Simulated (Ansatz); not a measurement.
# BaTiO3 (Pm-3m): refractive index against wavelength

The refractive index of BaTiO3 (Pm-3m) below the direct gap (1.91 eV on the mesh) is read from one computed spectrum, n = √(Re ε).

The structure is cubic, space group Pm-3m (No. 221). The conventional cell has a = 4.006 Å, b = 4.006 Å, c = 4.006 Å, α = 90.00°, β = 90.00°, γ = 90.00°. Ba on site b has 12 O at 2.83 Å as nearest neighbours. Ti on site a has 6 O at 2.00 Å as nearest neighbours. O on site d is surrounded by 2 Ti at 2.00 Å.

Method: Ansatz 0.2.0, PBE, independent particles, k-mesh 6×6×6 with interpolation inside its cells, Gaussian parameter 0.1 eV.

Launch of the response step: `ansatz run input.yaml --threads 4 --pin off --max-ram 8192MiB --backend cpu --events-out ev --progress --plain --runs-dir out`. The run took 14 s, on 4 threads of Intel(R) Xeon(R) Platinum 8259CL CPU @ 2.50GHz (Skylake/Cascade Lake), with other jobs on the host.

```
wavelength (nm)  photon energy E (eV)       n
           3000                 0.413  2.6239
           2000                 0.620  2.6360
           1550                 0.800  2.6511
           1310                 0.946       ?
           1064                 1.165  2.6984
```

In the single-oscillator model n² − 1 = E₀E_d/(E₀² − E²), so 1/(n² − 1) = E₀/E_d − E²/(E₀E_d) is linear in E².

Working, on the rows shown:

| x = E² (eV²) | y = 1/(n² − 1) |
| --- | --- |
| 0.170801 | 0.169928 |
| 0.384302 | 0.16811 |
| 0.639837 | 0.165883 |
| 1.35784 | 0.159201 |

Means: x̄ = 0.6382, ȳ = 0.16578. Σ(x − x̄)(y − ȳ) = -0.007264, Σ(x − x̄)² = 0.8008. Slope = -0.007264 / 0.8008 = -0.009071; intercept = ȳ − slope · x̄ = 0.17157. Turned back into n, the line misses the rows shown by at most 0.00081.

Task: Predict the last column of the withheld row from the fit.

Result: At x = 0.89576 the line gives y = 0.16344, that is 2.6680. The run gave 2.6671, so the interpolation is off by 0.00091, 1.2 % of the range in the table.

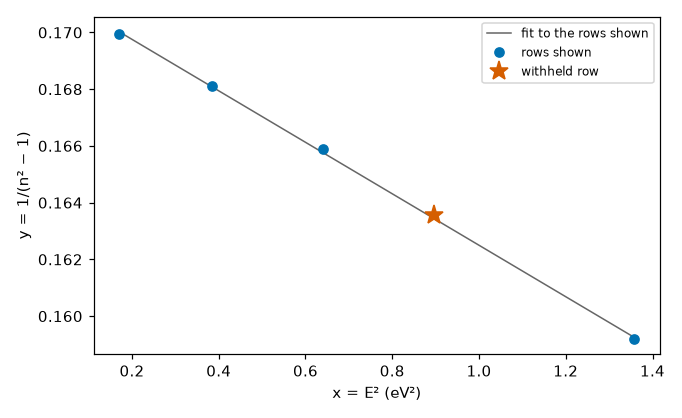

Refitted with all rows, the slope is -0.00904 and the intercept 0.17157. These give E₀ = √(intercept/−slope) = 4.36 eV and E_d = E₀/intercept = 25.4 eV; E₀ is 2.3 times the direct gap. The electronic limit at long wavelengths, without lattice vibrations, is n = √(1 + 1/intercept) = 2.613. Excitons are left out and so are local fields; PBE gaps are as a rule too small. Spin-orbit coupling is left out.

[Logs are printed without paths, hosts, clocks, repeated set-up lines and the standing remarks that a program may print on its own settings, such as how far it seeks lower states.]
